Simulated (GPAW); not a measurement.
# Screening of a field by MoSi2As4 monolayer, part 2 of 2

Wanted: the out-of-plane polarisability of MoSi2As4 monolayer.

GPAW 26.7.0; GPAW, PAW setups; layer in a repeated cell with vacuum, relaxation of atoms and in-plane cell (the session's first sound run).

So far. Step 5 (Field on): The dipole is now -0.0750 e Å, against -1.3e-4 in the run without a field.

### Step 8. In a field

Level of this step: GPAW, PAW setups; slab in vacuum (GPAW).

File run.py:

```python
import json
import numpy as np
from ase import Atoms
from gpaw import GPAW, PW
from gpaw.external import ConstantElectricField

slab = Atoms(
    ['As', 'Si', 'As', 'Mo', 'As', 'Si', 'As'],
    positions=[
        [-0.00000, 0.00000, 8.00000],
        [0.00000, 2.08460, 9.12704],
        [0.00000, 2.08460, 11.50288],
        [0.00000, 0.00000, 12.99980],
        [0.00000, 2.08460, 14.49672],
        [0.00000, 2.08460, 16.87256],
        [-0.00000, 0.00000, 17.99960]],
    cell=[[3.61064, -0.0, 0.0], [-1.80532, 3.1269, 0.0], [0.0, 0.0, 25.9996]],
    pbc=[True, True, False])

slab.calc = GPAW(mode=PW(400), xc='PBE', kpts={'size': (9, 9, 1), 'gamma': True},
                 occupations={'name': 'fermi-dirac', 'width': 0.05}, nbands='200%',
                 convergence={'density': 1e-05}, maxiter=200,
                 poissonsolver={'dipolelayer': 'xy'},
                 external=ConstantElectricField(0.1, [0, 0, 1]),
                 symmetry={'tolerance': 1e-3}, txt='slab.txt')
result = {}
energy = slab.get_potential_energy()
fermi = slab.calc.get_fermi_level()
v = slab.calc.get_electrostatic_potential().mean((0, 1)) - fermi
n = slab.calc.get_pseudo_density().mean((0, 1))
L = slab.cell[2, 2]
z = np.arange(len(v)) * L / len(v)
low, high = slab.positions[:, 2].min(), slab.positions[:, 2].max()
below, above = np.interp([low - 5.8, high + 5.8], z, v)
slopes = [np.interp(x, z, np.gradient(v, z)) for x in (low - 5.8, high + 5.8)]
eps = np.array([[slab.calc.get_eigenvalues(k, s) for k in range(len(slab.calc.get_ibz_k_points()))]
                for s in range(slab.calc.get_number_of_spins())]) - fermi
top, bottom = eps[eps < 0].max(), eps[eps > 0].min()
dipole = slab.get_dipole_moment()[2]
print(f'energy {energy:.4f} eV, Fermi level {fermi:.4f} eV, dipole {dipole:.5f} e A')
print(f'potential 5.8 A off the faces, from the Fermi level: lower {below:.4f} eV, upper {above:.4f} eV')
print(f'slope of the potential there: lower {slopes[0]:.5f}, upper {slopes[1]:.5f} eV/A')
print(f'nearest levels on the mesh: {top:.4f} and {bottom:.4f} eV')
print('magnetic moment', round(slab.get_magnetic_moment(), 3))
result.update(energy=energy, fermi=fermi, dipole=dipole, below=below, above=above, slopes=slopes, edges=[top, bottom],
              z=z.tolist(), v=v.tolist(), n=n.tolist(), positions=slab.positions.tolist(),
              forces=slab.get_forces(apply_constraint=False).tolist(), moments=slab.get_magnetic_moments().tolist())
json.dump(result, open('result.json', 'w'))
```

The run is started by

```console
> OMP_NUM_THREADS=1 OPENBLAS_NUM_THREADS=1 python run.py
```

Log:

```text
energy -41.4990 eV, Fermi level 1.0231 eV, dipole 0.07497 e A
potential 5.8 A off the faces, from the Fermi level: lower 5.1890 eV, upper 3.9874 eV
slope of the potential there: lower -0.00006, upper 0.00005 eV/A
nearest levels on the mesh: -0.3810 and 0.3761 eV
magnetic moment 0.0
```

Run time: 9.3 min. Hardware: 1 thread of Arm Neoverse N1, shared host; peak memory 0.45 GiB.

The electrostatic potential energy of an electron (without an applied field's), less the Fermi level, planar mean oscillates, so the rows of the table below give means over windows of 2 Å about each position, cut where the curve ends. Its maxima inside the range that stand out by 2 % of the span (Å: eV): 0.8: 5.19, 8.7: -9.38, 10.3: 1.86, 12.2: -5.92, 13.8: -6.06, 15.7: 1.35, 17.3: -10.2. Its minima: 8.0: -14.5, 9.1: -11.5, 11.5: -13.3, 13.0: -17.2, 14.5: -13.6, 16.9: -12.2, 18.0: -15.4.

Table of electrostatic potential energy of an electron (without an applied field's), less the Fermi level, planar mean by z; means over each step:

| z (Å) | electrostatic potential energy of an electron (without an applied field's), less the Fermi level, planar mean (eV) |
| --- | --- |
| 0 | 5.08 |
| 2 | 5.19 |
| 4 | 5.19 |
| 6 | 4.71 |
| 8 | -8.27 |
| 10 | -2.91 |
| 12 | -10.2 |
| 14 | -10.4 |
| 16 | -3.48 |
| 18 | -9.21 |
| 20 | 3.53 |
| 22 | 3.99 |
| 24 | 3.99 |

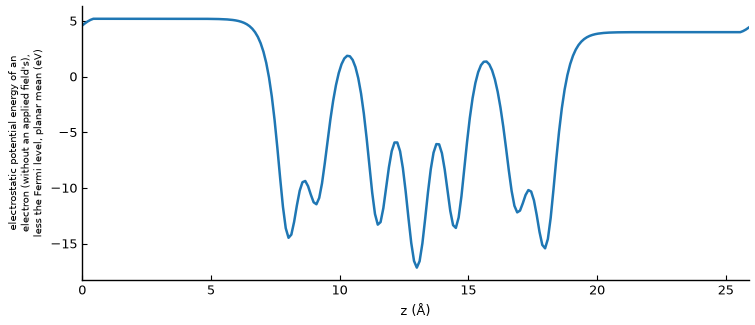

Electrostatic potential energy of an electron (without an applied field's), less the Fermi level, planar mean, plotted against z.

The dipole is now 0.0750 e Å, against -1.3e-4 in the run without a field.

### Step 9. In a field

run.py: that of step 8 with these lines changed.

```diff
@@ -23,3 +23,3 @@
                  poissonsolver={'dipolelayer': 'xy'},
-                 external=ConstantElectricField(0.1, [0, 0, 1]),
+                 external=ConstantElectricField(0.2, [0, 0, 1]),
                  symmetry={'tolerance': 1e-3}, txt='slab.txt')
```

Log:

```text
energy -41.5102 eV, Fermi level 1.0218 eV, dipole 0.14999 e A
potential 5.8 A off the faces, from the Fermi level: lower 5.7927 eV, upper 3.3888 eV
slope of the potential there: lower -0.00006, upper 0.00004 eV/A
nearest levels on the mesh: -0.3812 and 0.3761 eV
magnetic moment 0.0
```

The job ended after 9.3 min (1 thread; peak memory 0.45 GiB).

The electrostatic potential energy of an electron (without an applied field's), less the Fermi level, planar mean oscillates, so the rows of the table below give means over windows of 1.73 Å about each position, cut where the curve ends. Its maxima inside the range that stand out by 2 % of the span (Å: eV): 1.1: 5.79, 8.7: -8.97, 10.3: 2.12, 12.1: -5.84, 13.8: -6.14, 15.7: 1.09, 17.3: -10.6. Its minima: 8.0: -14.0, 9.1: -11.1, 11.5: -13.1, 13.0: -17.2, 14.5: -13.7, 16.9: -12.6, 18.0: -15.9.

The electrostatic potential energy of an electron (without an applied field's), less the Fermi level, planar mean by z; means over each step:

| z (Å) | electrostatic potential energy of an electron (without an applied field's), less the Fermi level, planar mean (eV) |
| --- | --- |
| 0.86 | 5.66 |
| 2.59 | 5.79 |
| 4.32 | 5.79 |
| 6.05 | 5.34 |
| 7.78 | -6.87 |
| 9.51 | -4.98 |
| 11.24 | -6.24 |
| 12.97 | -10.9 |
| 14.70 | -7.12 |
| 16.43 | -5.95 |
| 18.16 | -9.18 |
| 19.89 | 2.92 |
| 21.62 | 3.39 |
| 23.35 | 3.39 |
| 25.08 | 3.46 |

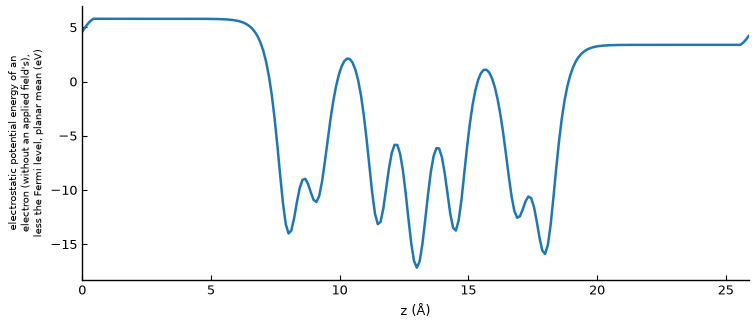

Electrostatic potential energy of an electron (without an applied field's), less the Fermi level, planar mean, plotted against z.

The dipole is now 0.150 e Å, against -1.3e-4 in the run without a field.

### Step 10. Field on

run.py: that of step 9 with these lines changed.

```diff
@@ -23,3 +23,3 @@
                  poissonsolver={'dipolelayer': 'xy'},
-                 external=ConstantElectricField(0.2, [0, 0, 1]),
+                 external=ConstantElectricField(0.3, [0, 0, 1]),
                  symmetry={'tolerance': 1e-3}, txt='slab.txt')
```

Log:

```text
energy -41.5290 eV, Fermi level 1.0197 eV, dipole 0.22505 e A
potential 5.8 A off the faces, from the Fermi level: lower 6.3986 eV, upper 2.7917 eV
slope of the potential there: lower -0.00007, upper 0.00004 eV/A
nearest levels on the mesh: -0.3814 and 0.3759 eV
magnetic moment 0.0
```

Run time: 9.3 min. Hardware: 1 thread; peak memory 0.44 GiB.

The dipole is now 0.225 e Å, against -1.3e-4 in the run without a field.

### Step 11. The series

The members are put on one axis.

This step: induced dipole against applied field (GPAW 26.7.0).

Dipole along the normal against field:

| field (V/Å) | dipole along the normal (e·Å) |
| --- | --- |
| -0.200 | -0.150 |
| -0.100 | -0.0750 |
| -0.050 | -0.0375 |
| 0.000 | -1.3e-4 |
| 0.050 | 0.0375 |
| 0.100 | 0.0750 |
| 0.200 | 0.150 |
| 0.300 | 0.225 |

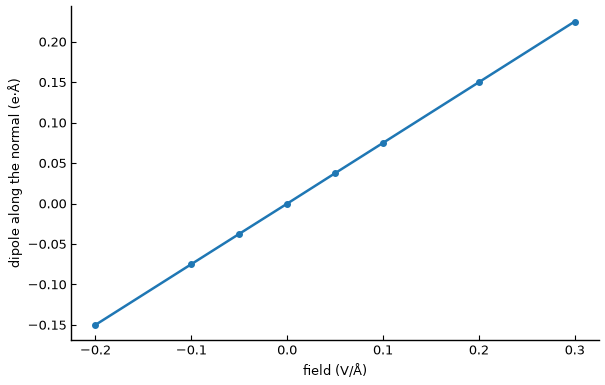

Dipole along the normal against field.

### Step 12. A changed run

One more run, with changed settings.

This step: GPAW, PAW setups; slab in vacuum (GPAW 26.7.0).

run.py: that of step 10 with these lines changed.

```diff
@@ -4,3 +4,2 @@
 from gpaw import GPAW, PW
-from gpaw.external import ConstantElectricField
 
@@ -17,3 +16,3 @@
     cell=[[3.61064, -0.0, 0.0], [-1.80532, 3.1269, 0.0], [0.0, 0.0, 25.9996]],
-    pbc=[True, True, False])
+    pbc=[True, True, True])
 
@@ -21,5 +20,4 @@
                  occupations={'name': 'fermi-dirac', 'width': 0.05}, nbands='200%',
-                 convergence={'density': 1e-05}, maxiter=200,
+                 convergence={'density': 1e-05}, maxiter=75,
                  poissonsolver={'dipolelayer': 'xy'},
-                 external=ConstantElectricField(0.3, [0, 0, 1]),
                  symmetry={'tolerance': 1e-3}, txt='slab.txt')
```

Log:

```text
AssertionError
```

Wall time 1.4 s (1 thread); peak memory 0.15 GiB.

The input was rejected at the start.

The fault put into the input: a dipole layer in a cell that repeats along the normal (pbc_z = true).

### Step 13. Outcome

```
work function, both faces (Fermi level placed in the gap by the smearing)        : 4.59 eV
ionisation energy from the upper face (highest filled level on the mesh)         : 4.97 eV
electron affinity from the upper face (lowest empty Kohn-Sham level on the mesh) : 4.21 eV
dipole along the normal                                                          : -1.3e-4 e Å, near the numerical noise
induced dipole per field                                                         : 0.750 e Å per V/Å
out-of-plane polarisability per area, α/(ε0 A)                                   : 12.0 Å
```

**Reading.** The field induces 0.750 e Å per V/Å, a polarisable thickness α/(ε0 A) of 12.0 Å beside 10.00 Å between the outermost nuclei. A perfect conductor would give the distance between its two image planes; a dielectric of thickness t gives t(1 - 1/ε). The levels nearest the Fermi level on the mesh lie 0.757 eV apart, so the slab is gapped there: the smearing puts the Fermi level inside the gap, and from either face the ionisation energy is the work function plus 0.38 eV. Both are Kohn-Sham levels on the mesh, and semilocal gaps are too small, so the affinity tends to come out too large and the ionisation energy too small. The induced dipole is linear in the field over this range. The layer's cell and atoms come from the relaxation; spin-orbit coupling and temperature are left out.

[Logs are printed without paths, hosts, clocks, repeated set-up lines and the standing remarks that a program may print on its own settings, such as how far it seeks lower states.]

[Hosts, paths, dates, database ids (printed as entryN), source tags and the programs' standing remarks are cut or masked in the printed files.]
